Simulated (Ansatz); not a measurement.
# N₂ on a Si(110) slab cut from the Fd-3m phase: a line through an energy map

One line of a two-coordinate grid on N₂ on a Si(110) slab cut from the Fd-3m phase (6 atoms of substrate and one adsorbate in a 1 × 1 cell): position of N7 along the second surface vector, from above Si5 is varied, at position of N7 along the first surface vector, from above Si5 = 0.500.

Method: DFT PBE+D3(BJ), scalar-relativistic, plane waves, PAW, in Ansatz 0.2.0.

## 1. The starting structure

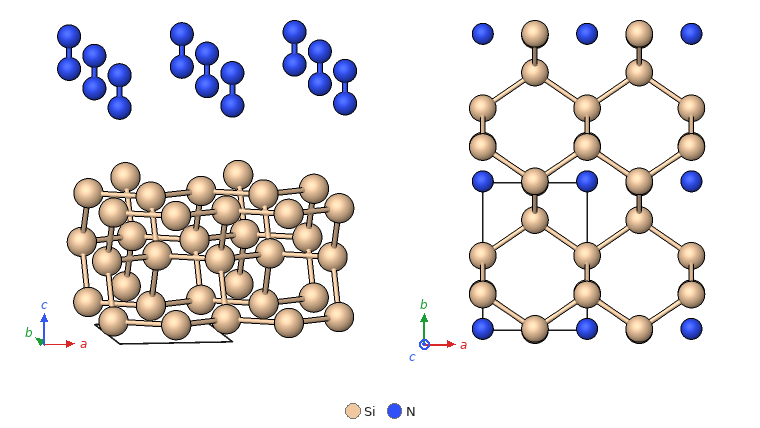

The starting structure, seen from the side (left, normal up) and from above (right) (silicon light orange, nitrogen blue; 2×2 surface cells, with atoms on the cell's edges repeated; the outline under the slab is one cell, and the vacuum is left out).

Coordinates:

```xyz
8
Lattice="3.8333 0.0000 0.0000 0.0000 5.4212 0.0000 0.0000 0.0000 22.4878" Properties=species:S:1:pos:R:3 pbc="T T T"
Si    1.9167    0.0000    4.0000
Si    0.0000    1.3553    4.0000
Si    0.0000    2.7316    5.8663
Si    1.9167    4.0448    5.8663
Si    1.9167    0.0466    7.6878
Si    0.0000    1.3087    7.6878
N     3.8333    0.0466   11.3878
N     3.8333    0.0466   12.4878
```

This is the geometry of the first run shown, built on a cell relaxed beforehand with the same method.

## 2. Plan of the line

Atoms count from 1 in the order of the input.

N2 is moved over the surface cell at a fixed height above a rigid substrate; the origin of the map has the adsorbate above Si5; the height is held at 3.70 Å.

The axes are (1) position of N7 along the first surface vector, from above Si5: 6 values from 0.000 to 0.833, periodic; (2) position of N7 along the second surface vector, from above Si5: 6 values from 0.000 to 0.833, periodic.

Nothing else is relaxed. Points are written as (first, second).

The two vectors of the plane (Å): (3.833, 0.000, 0.000); (0.000, 5.421, 0.000).

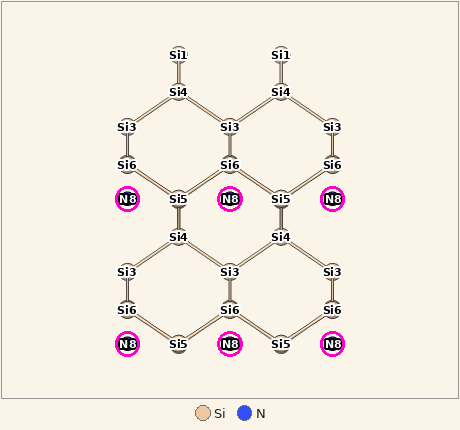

The geometry at (3/6, 0/6) of the map's two axes. Rings mark the moved atoms.

## 3. Point (3/6, 0/6) of the map's two axes

The cell repeats along c, and a dipole correction in the vacuum removes the field between the copies.

File input.yaml:

```yaml
crystal:
  lattice:
    - [3.8333442755, 0.0, 0.0]
    - [0.0, 5.4211674636, 0.0]
    - [0.0, 0.0, 22.4877586337]
  atoms:
    - { symbol: Si, position: [0.5, 0.0, 0.1778745523] }
    - { symbol: Si, position: [0.0, 0.25, 0.1778745523] }
    - { symbol: Si, position: [0.0, 0.5038839981, 0.2608672216] }
    - { symbol: Si, position: [0.5, 0.7461160019, 0.2608672216] }
    - { symbol: Si, position: [0.5, 0.0086033066, 0.3418641564] }
    - { symbol: Si, position: [0.0, 0.2413966934, 0.3418641564] }
    - { symbol: "N", position: [1.0, 0.0086033066, 0.5063981173] }
    - { symbol: "N", position: [1.0, 0.0086033066, 0.5553136192] }
basis:
  ecutwfc: 420
kpoints:
  mp_grid: { grid: [7, 5, 1] }
hamiltonian:
  xc: pbe
  pseudopotentials: { kind: paw, azcp: { folder: soft_1 } }
  dispersion: d3bj
scf:
  occupations: { method: gaussian, width: 0.05 }
output:
  forces: true
  eigenvalues: true
efield:
  axis: 3
  dipole_correction: true
  ramp_width: 0.04
```

Launch:

```console
ansatz run input.yaml --threads 1 --pin off --max-ram 3072MiB --backend cpu --events-out ev --progress --plain --runs-dir out
```

What it wrote, shortened:

```text
Warning: RAYON_NUM_THREADS=1 ignored (pool sized by the plan → 1); use --threads N
[...]
Pseudopotentials: kind: paw
Pseudopotential: Si, paw, valence charge 4, recommended cutoff 420 eV (normal), <dir>
Pseudopotential: N, paw, valence charge 5, recommended cutoff 420 eV (normal), <dir>
Functional definition: PBE
[...]
Crystal: 8 atoms, lattice volume = 467.323 Å³
Basis set: ecut = 420 eV, 9133 PW (Γ), exchange–correlation on 54×80×320 points (8 copies of the dense FFT grid, shifted against one another)
Bands: 25, of which v1, the nominal top of the filled ones, is band 17 counted from 1 (16 counted from 0)
Symmetry: 2 space group operations
Space group: Pm (ITA 6), of the structure as read, at distance tolerance 7.8e-5 Å
k-points: 12 of 35 (time reversal used)
[...]
SCF iter   1: F=—  HF=-4582.083377 eV  |F-HF|=—  |Δ(HF+E_count)|=         —  Δρ=3.66e-2  dr2=6.09e0  ethr=3.10e-3  p=0.000 e·Å  D=1.62e-7 V/Å  ΔV_dip=-0.00 eV  dr2_dipole=1.23e-2  V_vac-E_F(+/−)=6.30/6.30 eV  ⟨swp⟩=11.7  Hψ=2374  notcnv=0  defer=3
[...]
SCF iter  11: F=-4580.354925 eV  HF=-4580.354925 eV  |F-HF|=4.19e-8  |Δ(HF+E_count)|=   7.85e-8  Δρ=2.15e-6  dr2=5.99e-8  ethr=2.94e-10  p=0.009 e·Å  D=3.31e-3 V/Å  ΔV_dip=-0.07 eV  dr2_dipole=5.81e-9  V_vac-E_F(+/−)=4.76/4.83 eV  ⟨swp⟩=16.4  Hψ=2006  notcnv=0
[...]
SCF converged after 11 iterations
Free energy (F): -4580.354925 eV
[...]
E sigma→0 (E₀):  -4580.351821 eV
Entropy (-TS):   -0.006208 eV (-0.776 meV/atom)
Fermi energy:    -1.510433 eV
Dipole field:    D = 0.003242 V/Å  (p = 0.008373 e·Å, saw-weighted, corrected)
Work function:   Φ+ = 4.7576 eV   Φ− = 4.8305 eV
Levels:          The Fermi level and band energies are counted from a zero that moves with the ramp; work functions are not
[...]
--- Forces (eV/Å), atoms counted from 1 ---
  atom   1  Si     0.00000000     0.55696183    -0.05122698
  atom   2  Si     0.00000000    -0.55499290    -0.05530737
  atom   3  Si     0.00000000    -0.09114324    -0.00286994
  atom   4  Si     0.00000000     0.08611225    -0.00485396
  atom   5  Si     0.00000000    -0.00304682     0.06457738
  atom   6  Si     0.00000000     0.00940861     0.06395693
  atom   7  N      0.00000000    -0.00570583    -0.34325905
  atom   8  N      0.00000000     0.00218072     0.32907584
[...]
--- Band table (eV; the first three rows and the last of 12) ---
  k-point 0: bands = ["-25.1841", "-12.9360", "-11.0892", "-10.5127", "-9.6318", "-8.6091", "-8.5936", "-8.4250", "-7.3242", "-6.0277", "-4.8099", "-4.7024", "-4.0122", "-2.7338", "-2.2202", "-1.9191", "-1.8170", "-1.2506", "-0.3267", "0.5625", "1.0296", "1.1167", "1.3685", "1.5732", "1.7889"]
[...]
```

Run time: 13 s. Hardware: 1 thread of Arm Neoverse V2, shared host; peak memory 0.5 GiB.

From the log: work function 4.76 eV (top face), 4.83 eV (bottom face); dipole along +c 0.008 e·Å per cell.

## 4. Point (3/6, 1/6) of the map's two axes

Edit input.yaml of step 3 so:

```diff
@@ -12,4 +12,4 @@
     - { symbol: Si, position: [0.0, 0.2413966934, 0.3418641564] }
-    - { symbol: "N", position: [1.0, 0.0086033066, 0.5063981173] }
-    - { symbol: "N", position: [1.0, 0.0086033066, 0.5553136192] }
+    - { symbol: "N", position: [1.0, 0.1752699732, 0.5063981173] }
+    - { symbol: "N", position: [1.0, 0.1752699732, 0.5553136192] }
 basis:
```

Launch:

```console
ansatz run input.yaml --threads 1 --pin off --max-ram 3072MiB --backend cpu --events-out ev --progress --plain --runs-dir out
```

What it wrote, shortened:

```text
[...]
SCF converged after 11 iterations
Free energy (F): -4580.350413 eV
[...]
E sigma→0 (E₀):  -4580.347395 eV
Entropy (-TS):   -0.006036 eV (-0.755 meV/atom)
Fermi energy:    -1.480562 eV
Dipole field:    D = 0.006009 V/Å  (p = 0.015520 e·Å, saw-weighted, corrected)
Work function:   Φ+ = 4.6932 eV   Φ− = 4.8283 eV
Levels:          The Fermi level and band energies are counted from a zero that moves with the ramp; work functions are not
[...]
--- Forces (eV/Å), atoms counted from 1 ---
  atom   1  Si     0.00000000     0.55871079    -0.05079270
  atom   2  Si     0.00000000    -0.55617600    -0.05328304
  atom   3  Si     0.00000000    -0.08906711    -0.00561905
  atom   4  Si     0.00000000     0.09427087    -0.00412490
  atom   5  Si     0.00000000    -0.01356411     0.07828881
  atom   6  Si     0.00000000     0.01137811     0.03251404
  atom   7  N      0.00000000    -0.00910107    -0.32111770
  atom   8  N      0.00000000     0.00350293     0.32425665
[...]
--- Band table (eV; the first three rows and the last of 12) ---
  k-point 0: bands = ["-25.2217", "-12.9107", "-11.0667", "-10.5520", "-9.6066", "-8.6450", "-8.5683", "-8.4625", "-7.3665", "-6.0022", "-4.7837", "-4.6760", "-3.9873", "-2.7097", "-2.1935", "-1.8956", "-1.7913", "-1.2266", "-0.3022", "0.5690", "1.0279", "1.1337", "1.3309", "1.5985", "1.8145"]
[...]
```

Run time: 13 s. Hardware: 1 thread of Arm Neoverse V2, shared host; peak memory 0.5 GiB.

Read from this run: work function 4.69 eV (top face), 4.83 eV (bottom face); dipole along +c 0.016 e·Å per cell.

## 5. Grid point (3/6, 2/6) of the map's two axes

Edit input.yaml of step 4 so:

```diff
@@ -12,4 +12,4 @@
     - { symbol: Si, position: [0.0, 0.2413966934, 0.3418641564] }
-    - { symbol: "N", position: [1.0, 0.1752699732, 0.5063981173] }
-    - { symbol: "N", position: [1.0, 0.1752699732, 0.5553136192] }
+    - { symbol: "N", position: [1.0, 0.3419366399, 0.5063981173] }
+    - { symbol: "N", position: [1.0, 0.3419366399, 0.5553136192] }
 basis:
```

Launch:

```console
ansatz run input.yaml --threads 1 --pin off --max-ram 3072MiB --backend cpu --events-out ev --progress --plain --runs-dir out
```

What it wrote, shortened:

```text
Warning: RAYON_NUM_THREADS=1 ignored (pool sized by the plan → 1); use --threads N
[...]
[... 4 set-up lines as earlier in the session ...]
[...]
Crystal: 8 atoms, lattice volume = 467.323 Å³
Basis set: ecut = 420 eV, 9133 PW (Γ), exchange–correlation on 54×80×320 points (8 copies of the dense FFT grid, shifted against one another)
Bands: 25, of which v1, the nominal top of the filled ones, is band 17 counted from 1 (16 counted from 0)
[... 2 set-up lines as earlier in the session ...]
k-points: 12 of 35 (time reversal used)
[...]
SCF converged after 11 iterations
Free energy (F): -4580.347834 eV
[...]
E sigma→0 (E₀):  -4580.344696 eV
Entropy (-TS):   -0.006276 eV (-0.785 meV/atom)
Fermi energy:    -1.485481 eV
Dipole field:    D = 0.006049 V/Å  (p = 0.015621 e·Å, saw-weighted, corrected)
Work function:   Φ+ = 4.6982 eV   Φ− = 4.8343 eV
Levels:          The Fermi level and band energies are counted from a zero that moves with the ramp; work functions are not
[...]
--- Forces (eV/Å), atoms counted from 1 ---
  atom   1  Si     0.00000000     0.55463203    -0.05457349
  atom   2  Si     0.00000000    -0.55314467    -0.05642555
  atom   3  Si     0.00000000    -0.08218409     0.00025910
  atom   4  Si     0.00000000     0.09268577    -0.00142833
  atom   5  Si     0.00000000    -0.01148898     0.08975572
  atom   6  Si     0.00000000    -0.00131411     0.02108282
  atom   7  N      0.00000000     0.00224003    -0.31643932
  atom   8  N      0.00000000    -0.00123112     0.31781576
[...]
--- Band table (eV; the first three rows and the last of 12) ---
[... band rows left out ...]
[...]
```

Wall time 14 s (1 thread of Arm Neoverse V2, shared host); peak memory 0.5 GiB.

This gives work function 4.70 eV (top face), 4.83 eV (bottom face); dipole along +c 0.016 e·Å per cell.

## 6. Point (3/6, 3/6) of the map's two axes

Edit input.yaml of step 5 so:

```diff
@@ -12,4 +12,4 @@
     - { symbol: Si, position: [0.0, 0.2413966934, 0.3418641564] }
-    - { symbol: "N", position: [1.0, 0.3419366399, 0.5063981173] }
-    - { symbol: "N", position: [1.0, 0.3419366399, 0.5553136192] }
+    - { symbol: "N", position: [1.0, 0.5086033066, 0.5063981173] }
+    - { symbol: "N", position: [1.0, 0.5086033066, 0.5553136192] }
 basis:
```

Launch:

```console
ansatz run input.yaml --threads 1 --pin off --max-ram 3072MiB --backend cpu --events-out ev --progress --plain --runs-dir out
```

What it wrote, shortened:

```text
Warning: RAYON_NUM_THREADS=1 ignored (pool sized by the plan → 1); use --threads N
[...]
[... 4 set-up lines as earlier in the session ...]
[...]
Crystal: 8 atoms, lattice volume = 467.323 Å³
Basis set: ecut = 420 eV, 9133 PW (Γ), exchange–correlation on 54×80×320 points (8 copies of the dense FFT grid, shifted against one another)
Bands: 25, of which v1, the nominal top of the filled ones, is band 17 counted from 1 (16 counted from 0)
[... 2 set-up lines as earlier in the session ...]
k-points: 12 of 35 (time reversal used)
[...]
SCF converged after 11 iterations
Free energy (F): -4580.350846 eV
[...]
E sigma→0 (E₀):  -4580.347539 eV
Entropy (-TS):   -0.006614 eV (-0.827 meV/atom)
Fermi energy:    -1.528941 eV
Dipole field:    D = 0.002059 V/Å  (p = 0.005316 e·Å, saw-weighted, corrected)
Work function:   Φ+ = 4.7916 eV   Φ− = 4.8379 eV
Levels:          The Fermi level and band energies are counted from a zero that moves with the ramp; work functions are not
[...]
--- Forces (eV/Å), atoms counted from 1 ---
  atom   1  Si     0.00000000     0.55184988    -0.05794402
  atom   2  Si     0.00000000    -0.55131173    -0.05925479
  atom   3  Si     0.00000000    -0.07923451     0.00460535
  atom   4  Si     0.00000000     0.08500290     0.00115130
  atom   5  Si     0.00000000    -0.00346955     0.08489887
  atom   6  Si     0.00000000    -0.00723102     0.04724524
  atom   7  N      0.00000000     0.00828513    -0.34219547
  atom   8  N      0.00000000    -0.00359038     0.32158113
[...]
--- Band table (eV; the first three rows and the last of 12) ---
[... band rows left out ...]
[...]
```

It took 13 s on 1 thread of Arm Neoverse V2, shared host; peak memory 0.5 GiB.

From the log: work function 4.79 eV (top face), 4.84 eV (bottom face); dipole along +c 0.005 e·Å per cell.

## 7. The run at (3/6, 4/6) of the map's two axes

Edit input.yaml of step 6 so:

```diff
@@ -12,4 +12,4 @@
     - { symbol: Si, position: [0.0, 0.2413966934, 0.3418641564] }
-    - { symbol: "N", position: [1.0, 0.5086033066, 0.5063981173] }
-    - { symbol: "N", position: [1.0, 0.5086033066, 0.5553136192] }
+    - { symbol: "N", position: [1.0, 0.6752699732, 0.5063981173] }
+    - { symbol: "N", position: [1.0, 0.6752699732, 0.5553136192] }
 basis:
```

Launch:

```console
ansatz run input.yaml --threads 1 --pin off --max-ram 3072MiB --backend cpu --events-out ev --progress --plain --runs-dir out
```

What it wrote, shortened:

```text
[...]
SCF converged after 11 iterations
Free energy (F): -4580.354226 eV
[...]
E sigma→0 (E₀):  -4580.350868 eV
Entropy (-TS):   -0.006717 eV (-0.840 meV/atom)
Fermi energy:    -1.552274 eV
Dipole field:    D = -0.000171 V/Å  (p = -0.000441 e·Å, saw-weighted, corrected)
Work function:   Φ+ = 4.8425 eV   Φ− = 4.8387 eV
Levels:          The Fermi level and band energies are counted from a zero that moves with the ramp; work functions are not
[...]
--- Forces (eV/Å), atoms counted from 1 ---
  atom   1  Si     0.00000000     0.55143030    -0.05821327
  atom   2  Si     0.00000000    -0.55117481    -0.06033899
  atom   3  Si     0.00000000    -0.08137317     0.00418459
  atom   4  Si     0.00000000     0.07949178     0.00201161
  atom   5  Si     0.00000000     0.00210041     0.07457076
  atom   6  Si     0.00000000    -0.00337908     0.07139671
  atom   7  N      0.00000000     0.00436521    -0.35724802
  atom   8  N      0.00000000    -0.00146040     0.32370021
[...]
--- Band table (eV; the first three rows and the last of 12) ---
  k-point 0: bands = ["-25.1321", "-12.9706", "-11.1199", "-10.4528", "-9.6680", "-8.6305", "-8.5570", "-8.3715", "-7.2577", "-6.0616", "-4.8524", "-4.7422", "-4.0467", "-2.7681", "-2.2626", "-1.9509", "-1.8519", "-1.2754", "-0.3609", "0.5286", "1.0610", "1.1159", "1.4276", "1.5381", "1.7480"]
[...]
```

It took 13 s on 1 thread of Arm Neoverse V2, shared host; peak memory 0.5 GiB.

Read from this run: work function 4.84 eV.

## 8. Point (3/6, 5/6) of the map's two axes

Edit input.yaml of step 7 so:

```diff
@@ -12,4 +12,4 @@
     - { symbol: Si, position: [0.0, 0.2413966934, 0.3418641564] }
-    - { symbol: "N", position: [1.0, 0.6752699732, 0.5063981173] }
-    - { symbol: "N", position: [1.0, 0.6752699732, 0.5553136192] }
+    - { symbol: "N", position: [1.0, 0.8419366399, 0.5063981173] }
+    - { symbol: "N", position: [1.0, 0.8419366399, 0.5553136192] }
 basis:
```

Launch:

```console
ansatz run input.yaml --threads 1 --pin off --max-ram 3072MiB --backend cpu --events-out ev --progress --plain --runs-dir out
```

What it wrote, shortened:

```text
[...]
SCF converged after 11 iterations
Free energy (F): -4580.355958 eV
[...]
E sigma→0 (E₀):  -4580.352679 eV
Entropy (-TS):   -0.006558 eV (-0.820 meV/atom)
Fermi energy:    -1.540049 eV
Dipole field:    D = 0.000815 V/Å  (p = 0.002104 e·Å, saw-weighted, corrected)
Work function:   Φ+ = 4.8176 eV   Φ− = 4.8359 eV
Levels:          The Fermi level and band energies are counted from a zero that moves with the ramp; work functions are not
[...]
--- Forces (eV/Å), atoms counted from 1 ---
  atom   1  Si     0.00000000     0.55286230    -0.05539601
  atom   2  Si     0.00000000    -0.55212526    -0.05946469
  atom   3  Si     0.00000000    -0.08638966     0.00205779
  atom   4  Si     0.00000000     0.07905078    -0.00095745
  atom   5  Si     0.00000000     0.00442002     0.06571842
  atom   6  Si     0.00000000     0.00146333     0.07813180
  atom   7  N      0.00000000     0.00007838    -0.35565853
  atom   8  N      0.00000000     0.00032095     0.32567519
[...]
--- Band table (eV; the first three rows and the last of 12) ---
  k-point 0: bands = ["-25.1487", "-12.9601", "-11.1102", "-10.4728", "-9.6568", "-8.6196", "-8.5733", "-8.3889", "-7.2801", "-6.0509", "-4.8391", "-4.7300", "-4.0362", "-2.7573", "-2.2494", "-1.9384", "-1.8412", "-1.2695", "-0.3503", "0.5640", "1.0403", "1.0821", "1.4074", "1.5487", "1.7647"]
[...]
```

Run time: 13 s. Hardware: 1 thread of Arm Neoverse V2, shared host; peak memory 0.5 GiB.

From the log: work function 4.82 eV (top face), 4.84 eV (bottom face).

## 9. What came out

```
position of N7 along the second surface vector, from above Si5  step  energy (meV)  slope (meV per unit fraction)  work function of the top face (eV)  dipole moment (e·Å)
                                                         0.000     3           1.0                           19.1                               4.758                0.008
                                                         0.167     4           5.5                           30.3                               4.693                0.015
                                                         0.333     5           8.1                           −5.5                               4.698                0.016
                                                         0.500     6           5.1                          −25.5                               4.792                0.005
                                                         0.667     7           1.7                          −15.7                               4.843                0.000
                                                         0.833     8           0.0                           −2.2                               4.818                0.002
```

Energies count from the lowest point of the line. Slopes come from the forces (and the stress, where the cell changes), not from differences of energies.

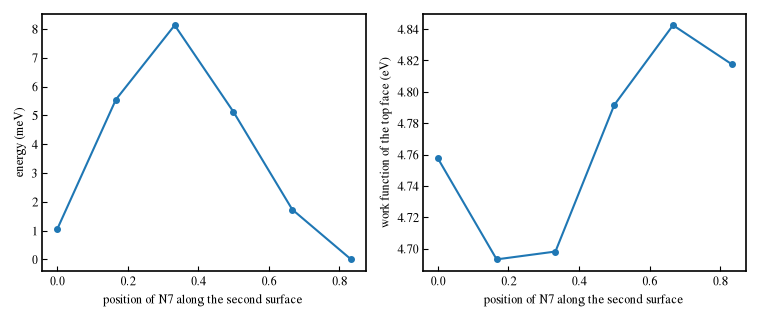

Energy and work function of the top face along the line.

What this shows: Of the points computed the energy is lowest at 0.833. The highest point computed, at 0.333, lies 8.1 meV above the lowest. This is one cut through a surface in two coordinates; the map's lowest point lies off it. The host is rigid and the atom is kept to this plane, so wells and barriers of the map are not those of diffusion. The final runs have no spin polarisation, so a magnetic state may lie lower.
